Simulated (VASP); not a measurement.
Band structure of Sn (beta). Calculation: vdW-DF-cx, VASP's PBE PAW potentials (set 64) (plane waves; VASP).

Unless said otherwise, spin-orbit coupling is left out, though it shifts the bands of the heavy elements here.

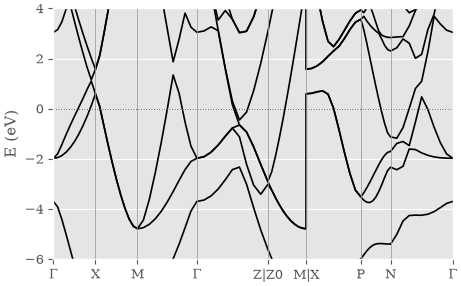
*Bands along high-symmetry lines, zero at the valence-band maximum or, without a gap, the Fermi level*

Problem. Read the plot: is there a gap, and where are the band edges?

Solution. It has no gap at this level: it comes out as a metal or semimetal. (Edges off the drawn lines would not show.)

The compound is Sn in the beta structure. It was relaxed first.
